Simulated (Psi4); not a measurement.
# H3O+ (SMILES [OH3+]): PBE/cc-pVQZ (sweep point 3)

Aim: the vertical singlet–triplet gap of H3O+ at PBE/cc-pVQZ (sweep point 3), from 2 runs. 

The results are computed with Psi4 1.11.

### 1 The system as given

The species is H3O+ (4 atoms), meant as a singlet with charge +1. SMILES: `[OH3+]`. The shape is that of a PBE0-D4/def2-TZVP optimisation.

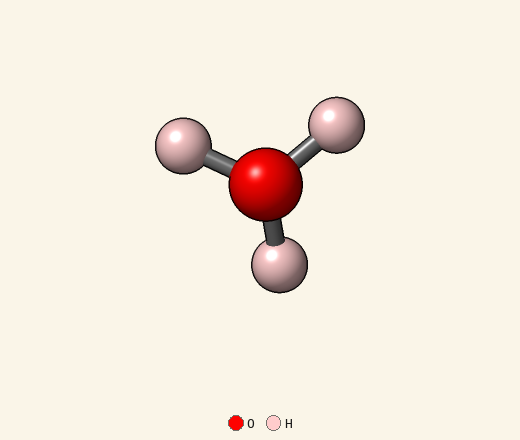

The structure, seen from a chosen angle (oxygen red, hydrogen pink).

### 2 A single-point energy at PBE/cc-pVQZ (sweep point 3)

The input, h3o.dat:

```
memory 1.6 GB

molecule mol {
  1 1
  O      0.34387346    -0.10714747    -0.09970195
  H      0.41396340     1.73560006     0.02861045
  H     -0.77269012    -0.69596723    -1.45013803
  H      0.01485325    -0.93248536     1.52126732
  units bohr
  symmetry c1
}

set {
  basis cc-pVQZ
  puream true
  scf_type pk
  dft_radial_points 99
  dft_spherical_points 590
}

energy("pbe")
print_variables()
```

Command:

```sh
psi4 -i h3o.dat -o h3o.out -n 1
```

h3o.out:

```text
[...]
  Running in c1 symmetry.
[...]
  Nuclear repulsion =   13.956307389084099
[...]
  Multiplicity = 1
[...]
  Nalpha       = 5
  Nbeta        = 5
[...]
    Number of basis functions: 145
[...]
   @RKS iter   1:   -76.54920836360812    2.14410e-01   4.16844e-03 DIIS/ADIIS
[...]
   @RKS iter   6:   -76.65815606345542   -1.73684e-08   5.67659e-07 DIIS
[...]
    Orbital Energies [Eh]
    ---------------------
    Doubly Occupied:
       1A    -19.179728     2A     -1.361900     3A     -0.884737
       4A     -0.884707     5A     -0.684941
[...]
  @RKS Final Energy:   -76.65815606345542
   => Energetics <=
    Nuclear Repulsion Energy =             13.9563073890840990
    One-Electron Energy =                -128.5772012556308539
    Two-Electron Energy =                  47.2973179897671230
    DFT Exchange-Correlation Energy =      -9.3345801866757885
    Empirical Dispersion Energy =           0.0000000000000000
    VV10 Nonlocal Energy =                  0.0000000000000000
    Total Energy =                        -76.6581560634554222
[...]
 Multipole Moments:
 ------------------------------------------------------------------------------------
     Multipole            Electronic (a.u.)      Nuclear  (a.u.)        Total (a.u.)
 ------------------------------------------------------------------------------------
 L = 1.  Multiply by 2.5417464519 to convert [e a0] to [Debye]
 Dipole X            :          0.0332600           -0.5737000           -0.5404399
 Dipole Y            :         -0.0103378            0.1787591            0.1684213
 Dipole Z            :         -0.0096666            0.1663531            0.1566865
 Magnitude           :                                                    0.5873600
[...]
```

Run time: 20 s. Hardware: 1 thread of Intel Xeon at 2.70GHz, shared host; peak memory 1.2 GiB.

### 3 The triplet, same level

The input, input.in:

```
memory 1600 mb

molecule molecule1 {
  1 3
  O      0.34387346    -0.10714747    -0.09970195
  H      0.41396340     1.73560006     0.02861045
  H     -0.77269012    -0.69596723    -1.45013803
  H      0.01485325    -0.93248536     1.52126732
  units au
  symmetry c1
}

set globals {
  reference            uks
  puream               true
  scf_type             pk
  dft_radial_points    99
  dft_spherical_points 590
  maxiter              100
}

E, wfn = energy("pbe/cc-pVQZ", return_wfn=True)
print_variables()
```

Command:

```sh
psi4 -n 1 input.in input.out
```

input.out:

```text
[...]
  Running in c1 symmetry.
[...]
  Nuclear repulsion =   13.956307389084099
[...]
  Multiplicity = 3
[...]
  Nalpha       = 6
  Nbeta        = 4
[...]
    Number of basis functions: 145
[...]
   @UKS iter   1:   -76.24624457467309    5.17374e-01   1.43058e-03 DIIS/ADIIS
[...]
   @UKS iter   7:   -76.26017310369981   -6.06809e-09   1.02671e-07 DIIS
[...]
   @S^2 Observed:                2.001251925E+00
[...]
    Orbital Energies [Eh]
    ---------------------
    Alpha Occupied:
       1A    -19.404078     2A     -1.547456     3A     -1.035742
       4A     -1.035717     5A     -0.942358     6A     -0.384581
    Alpha Virtual:
       7A     -0.298183     8A     -0.298177     9A     -0.104607
      10A     -0.104595    11A     -0.078929    12A     -0.055957
      13A      0.035252    14A      0.035281    15A      0.075950
      16A      0.075959    17A      0.170456    18A      0.346516
      19A      0.434821    20A      0.434849    21A      0.448380
      22A      0.510780    23A      0.558802    24A      0.558826
      25A      0.734093    26A      0.734112    27A      0.779113
[...]
  @UKS Final Energy:   -76.26017310369981
   => Energetics <=
    Nuclear Repulsion Energy =             13.9563073890840990
    One-Electron Energy =                -126.6482428344887410
    Two-Electron Energy =                  45.6517577631472591
    DFT Exchange-Correlation Energy =      -9.2199954214424373
    Empirical Dispersion Energy =           0.0000000000000000
    VV10 Nonlocal Energy =                  0.0000000000000000
    Total Energy =                        -76.2601731036998132
[...]
 Multipole Moments:
 ------------------------------------------------------------------------------------
     Multipole            Electronic (a.u.)      Nuclear  (a.u.)        Total (a.u.)
 ------------------------------------------------------------------------------------
 L = 1.  Multiply by 2.5417464519 to convert [e a0] to [Debye]
 Dipole X            :          0.4681634           -0.5737000           -0.1055366
 Dipole Y            :         -0.1459132            0.1787591            0.0328459
 Dipole Z            :         -0.1356915            0.1663531            0.0306616
 Magnitude           :                                                    0.1147038
[...]
```

Wall time 33 s (1 thread of Intel Xeon at 2.70GHz, shared host); peak memory 1.2 GiB.

### 4 Results

At PBE/cc-pVQZ (sweep point 3):

| quantity | value |
| --- | --- |
| singlet: total energy | -76.65816 Eh |
| singlet: HOMO energy | -18.64 eV |
| singlet: LUMO energy | -8.13 eV |
| singlet: HOMO–LUMO gap | 10.51 eV |
| triplet: total energy | -76.26017 Eh |
| triplet: HOMO energy (highest over α and β) | -10.46 eV |
| triplet: ⟨S²⟩ | 2.001 |
| vertical energy of the triplet above the singlet | 10.830 eV |

What this shows: At this shape the triplet lies 10.83 eV (250 kcal/mol) above the singlet.
